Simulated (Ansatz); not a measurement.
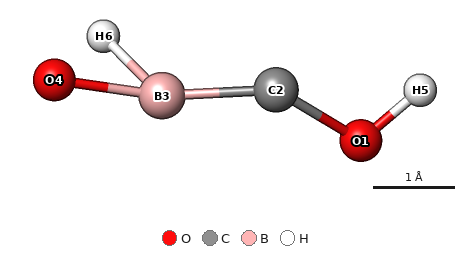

Fig. 1: The structure (ball-and-stick view, seen at an oblique angle; atoms are numbered from 1 in the order of the input). Bond lengths as drawn: B–C 1.42 Å, B–H 1.29 Å, B–O 1.38 Å, C–O 1.39 Å and H–O 0.96 Å.

**Frequency calculation, with input and output: CH2BO2 (charge −1)**

System: CH2BO2, charge −1.
Method: UKS r2SCAN/def2-SVP (Ansatz 0.2.0).

It belongs to a series of runs on one base structure; here: vibrations at the highest image of the band. Figures and captions count atoms from 1; the log counts them from 0 in places.

## What the program printed
```
Engine: ansatz 0.2.0, x86_64-unknown-linux-gnu
Functional definition: r2SCAN
  parameter k0 = 0.174
  parameter k1 = 0.065
  parameter a1 = 4.9479
  exchange = r2scan_x(k0 = k0, k1 = k1, a1 = a1)
  correlation = r2scan_c
714 factors; their error is unknown
mean field evaluation 1: about -5826.6265 eV, gradient 1.9e1 eV
mean field evaluation 2: about -5824.2623 eV, gradient 2.7e1 eV
mean field evaluation 4: about -5828.5767 eV, gradient 3.9e0 eV
mean field evaluation 8: about -5828.6100 eV, gradient 1.1e-1 eV
mean field evaluation 16: about -5828.6100 eV, gradient 1.6e-5 eV
mean field -5828.61002643 eV, -214.1974676974 hartree, gradient 7.5e-7 eV, S^2 0.000000; 1 other end points of the search recorded, 0 dependent functions left out
the calculation of the forces begins
reference -5828.61003509 eV, -214.1974680158 hartree; 15, 15 occupied and 51, 51 virtual orbitals, 714 factors
these checks for a lower state are left out or cut short: stability, starts, cluster_reference, orbital_swaps, neighbouring_geometries, increment
714 factors; their error is unknown
mean field evaluation 32: about -5828.6100 eV, gradient 2.3e-6 eV
mean field -5828.60996761 eV, -214.1974655360 hartree, gradient 2.3e-6 eV, S^2 0.000000; 0 other end points of the search recorded, 0 dependent functions left out
[... from here on the field's lines of each further geometry are left out, up to the last ...]
the calculation of the forces begins
reference -5828.61003413 eV, -214.1974679805 hartree; 15, 15 occupied and 51, 51 virtual orbitals, 714 factors
these checks for a lower state are left out or cut short: stability, starts, cluster_reference, orbital_swaps, neighbouring_geometries, increment
714 factors; their error is unknown
mean field -5828.61002790 eV, -214.1974677516 hartree, gradient 1.5e-6 eV, S^2 0.000000; 0 other end points of the search recorded, 0 dependent functions left out
the calculation of the forces begins
reference -5828.61003656 eV, -214.1974680700 hartree; 15, 15 occupied and 51, 51 virtual orbitals, 714 factors
WARN: phonons: modes at or below zero, which the zero-point energy, F, S and C_V leave out: 1, the lowest at -1514.82 cm⁻¹. A minimum has none, and a first-order saddle one
Total energy: -5828.61003509 eV, -214.1974680158 hartree
Atom 0 at    -1.367574     0.868505    -0.738940 Å, force     0.001227    -0.001594    -0.001053 eV/Å
Atom 1 at    -0.368234    -0.074077    -0.544479 Å, force    -0.001817     0.000917     0.003420 eV/Å
Atom 2 at     0.346187    -0.566585     0.575399 Å, force     0.000061     0.002490    -0.003019 eV/Å
Atom 3 at     1.188552    -1.326444     1.355977 Å, force     0.000936    -0.003034     0.001285 eV/Å
Atom 4 at    -1.254862     1.167033    -1.649380 Å, force     0.000309     0.000201    -0.000156 eV/Å
Atom 5 at     1.455932    -0.068432     1.001415 Å, force    -0.000715     0.001020    -0.000478 eV/Å
Dipole moment:    -0.282274     0.478352    -0.333452 e Å
Vibrations: -1514.82 217.50 245.75 401.30 450.15 554.07 738.57 1100.25 1278.76 1614.96 2329.51 3748.86 cm⁻¹, zero-point energy 0.786040 eV
```

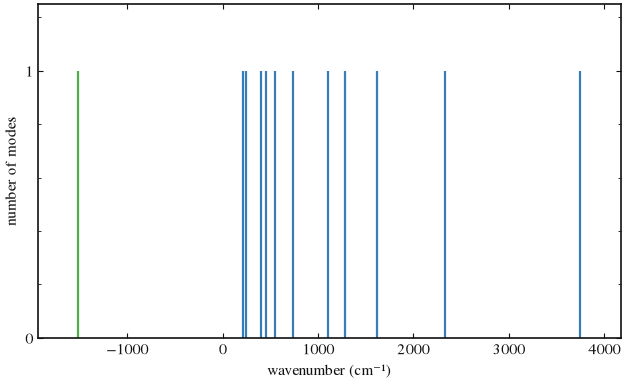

Fig. 2: Harmonic vibrational wavenumbers from the force constants; neighbouring modes closer than 24 cm⁻¹ are counted in one stick, and imaginary ones are drawn at negative wavenumbers. 12 modes from 1515i to 3749 cm⁻¹, 1 imaginary beyond 8i (1515i cm⁻¹): a first-order saddle point, if the geometry is stationary.

The run was set up as follows.

## Input
```yaml
crystal:
  periodic: [false, false, false]
  atoms:
    - { symbol: O, position_ang: [-1.367574, 0.868505, -0.73894] }
    - { symbol: C, position_ang: [-0.368234, -0.074077, -0.544479] }
    - { symbol: B, position_ang: [0.346187, -0.566585, 0.575399] }
    - { symbol: O, position_ang: [1.188552, -1.326444, 1.355977] }
    - { symbol: H, position_ang: [-1.254862, 1.167033, -1.64938] }
    - { symbol: H, position_ang: [1.455932, -0.068432, 1.001415] }
total_charge: -1
magnetization:
  spin_polarized: true
basis:
  gaussian: { orbitals: def2-SVP }
hamiltonian:
  xc: r2scan
phonons: {}
```

Launched with:
```bash
ansatz run input.yaml --threads 2 --pin off --max-ram 3072MiB --backend cpu --events-out ev --progress --plain --runs-dir out
```

## Results in brief

| quantity | value |
| --- | --- |
| outcome | converged |
| total energy | −5828.6100 eV |
| mean-field energy | −5828.6100 eV |
| largest force (length of the vector) | 0.004 eV/Å |
| hardware | 2 threads of Intel Xeon (Sapphire Rapids), 16 GiB of memory available, shared host |
| wall time | 41 s (CPU time 79 s) |
| peak memory | 0.19 GiB |
